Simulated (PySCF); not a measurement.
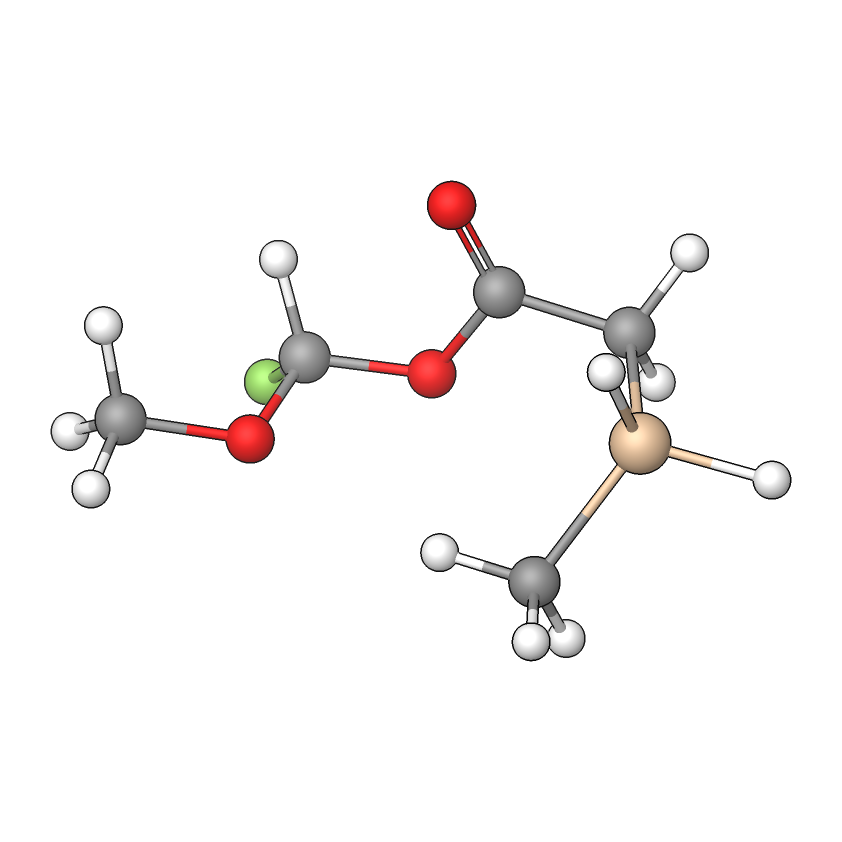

Rendered structure (ball-and-stick style). Multiple sticks mark multiple bonds (one Kekulé form). Colours: carbon grey, oxygen red, fluorine green, silicon light orange, hydrogen white.

The computed structure is the end point of a GFN2-xTB optimisation. No frequency run is at hand to confirm it as a minimum.

Describe the molecule.

It has 21 atoms: 5 carbon, 11 hydrogen, 1 fluorine, 3 oxygen and 1 silicon (C5H11FO3Si). Its SMILES string is `CO[C@H](F)OC(=O)C[SiH2]C`. It has no ring. Among its groups: ether, ester, C–F bond, Si–H bond. The point group is C1. Coordination: 4 C tetrahedral; 2 O bent; 1 C trigonal planar; 1 Si tetrahedral.

The parts below concern this one geometry. Atoms keep their numbers from picture to picture.

Geometry

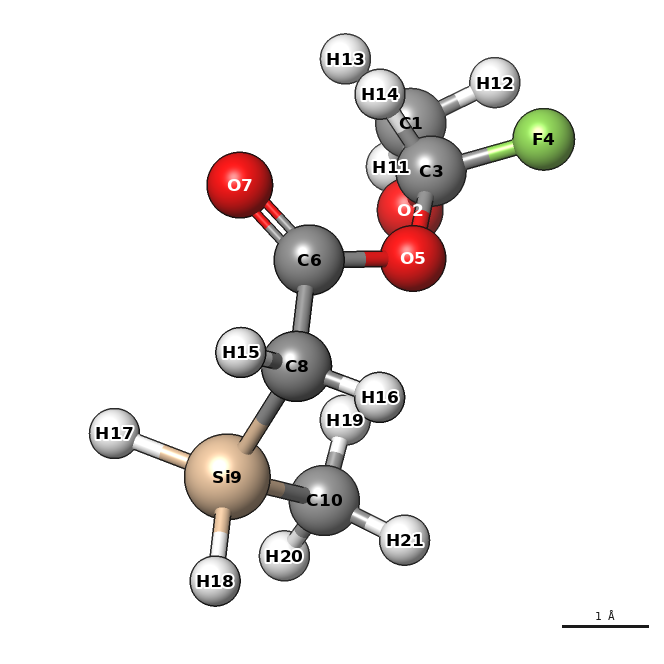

Atoms carry their numbers in the input. No frequency run is at hand to confirm it as a minimum.

Which atoms are bonded, and how long are the bonds? Leave out bonds to hydrogen.

```tsv
bond	length (Å)	order
C1–O2	1.418	single
O2–C3	1.363	single
C3–F4	1.374	single
C3–O5	1.374	single
O5–C6	1.377	single
C6–O7	1.200	double
C6–C8	1.466	single
C8–Si9	1.933	single
Si9–C10	1.892	single
```

Electronic properties

No frequency run is at hand to confirm it as a minimum. Method: PBE0/pcSseg-1, gas phase (PySCF 2.14.0).

What does the calculation give?

- dipole moment: 1.29 D
- HOMO energy (Kohn–Sham orbital): −8.26 eV
- LUMO energy (Kohn–Sham orbital): −0.18 eV
- HOMO–LUMO gap: 8.09 eV

Charges

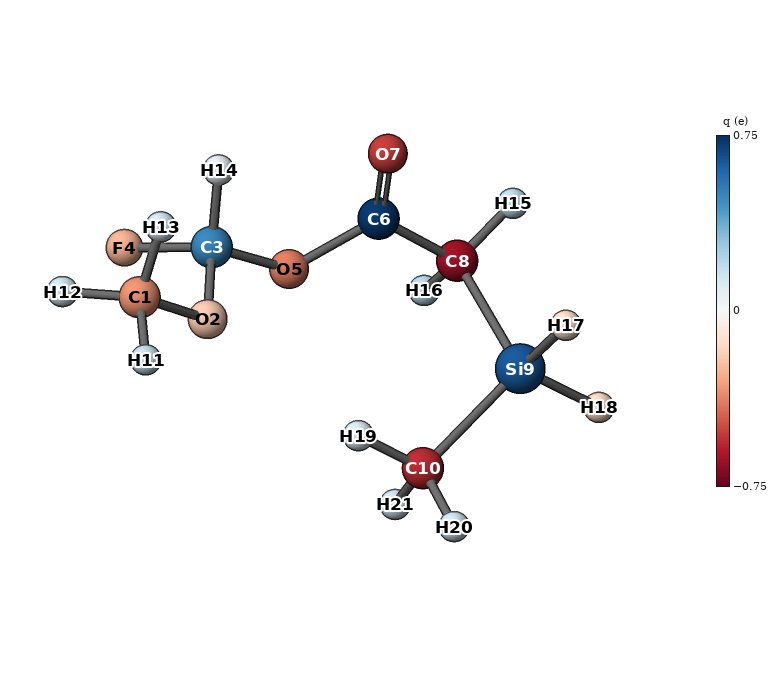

Atoms are coloured by their ESP-fitted charges. No frequency run is at hand to confirm it as a minimum. Properties computed with PBE0/pcSseg-1, gas phase (PySCF 2.14.0).

List the ESP-fitted charges.

| atom | value (e) |
| --- | --- |
| C1 | −0.34 |
| O2 | −0.19 |
| C3 | 0.49 |
| F4 | −0.25 |
| O5 | −0.38 |
| C6 | 0.72 |
| O7 | −0.52 |
| C8 | −0.63 |
| Si9 | 0.63 |
| C10 | −0.55 |
| H11 | 0.17 |
| H12 | 0.15 |
| H13 | 0.14 |
| H14 | 0.07 |
| H15 | 0.19 |
| H16 | 0.19 |
| H17 | −0.12 |
| H18 | −0.15 |
| H19 | 0.11 |
| H20 | 0.14 |
| H21 | 0.15 |

NMR shielding

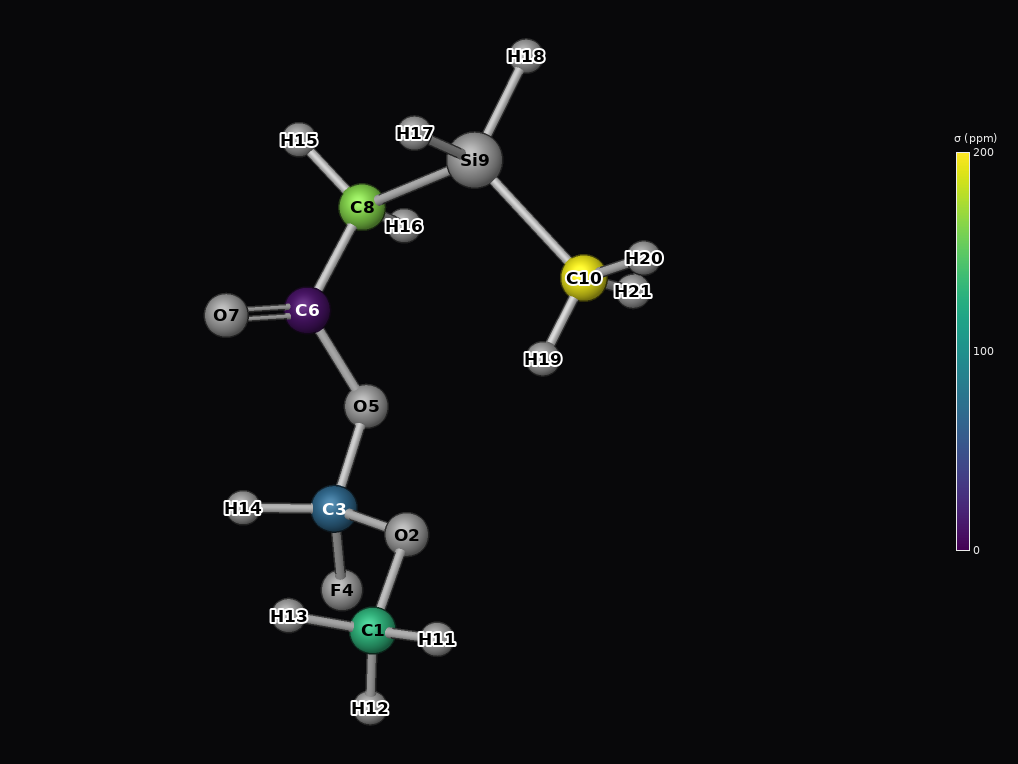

Atoms are coloured by their isotropic NMR shieldings (C only, the others grey). No frequency run is at hand to confirm it as a minimum. Properties computed with GIAO PBE0/pcSseg-1 NMR shielding, non-relativistic, gas phase (PySCF 2.14.0).

Give the isotropic NMR shieldings of the C atoms atom by atom.

```json
{"atom": "C1", "σ (ppm)": "130.1"}
{"atom": "C3", "σ (ppm)": "67.9"}
{"atom": "C6", "σ (ppm)": "9.9"}
{"atom": "C8", "σ (ppm)": "162.8"}
{"atom": "C10", "σ (ppm)": "194.2"}
```

The geometry is semi-empirical. Around Si such bond lengths and angles can be off by a tenth of an ångström or more and by several degrees, and values that hang on the shape move with them.
